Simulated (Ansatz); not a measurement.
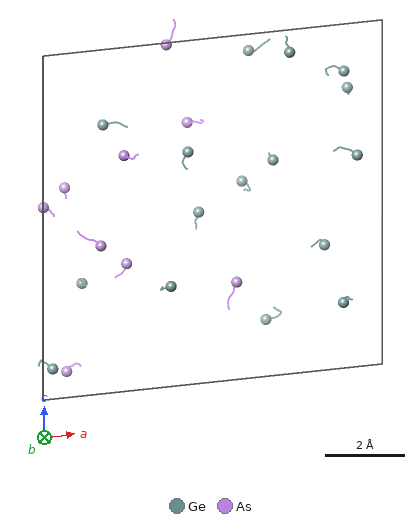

First-principles dynamics of an amorphous cell of composition Ge₁₆As₉ (25 atoms in the cell), 72 fs long. Lines trace each atom's path, in the colour of its element; spheres stand at the starting positions. Seen along the b axis in the simulation cell.

Level of theory: DFT PBE, scalar-relativistic, plane waves, PAW in Ansatz 0.2.0. Set-up: plane-wave cutoff 320 eV; k-point mesh 1 × 1 × 1; Fermi-Dirac smearing 0.259 eV; volume 1.05 times that of the relaxed crystal; set temperature 3000 K; time step 3 fs.

Q: How do the atoms move?

A: In the second half of the run the atoms are, in the root-mean-square, this far from where they began (common drift taken out): As 0.48 Å, Ge 0.40 Å. The run lasts only 72 fs, too short to tell vibration from diffusion. The mean temperature in the second half is 3289 K (standard deviation 390 K). The potential energy in the second half lies on average 35.0 meV per atom above the first frame. The mean pressure there is 5.1 GPa.

Limits of the set-up: the cutoff lies below the recommended one; the periodic images lie only 8.3 Å apart, so the values are limited by the cell's size.

The run took 2.3 min on 2 threads of Arm Neoverse V2, with other jobs on the host, peak memory 0.82 GiB.
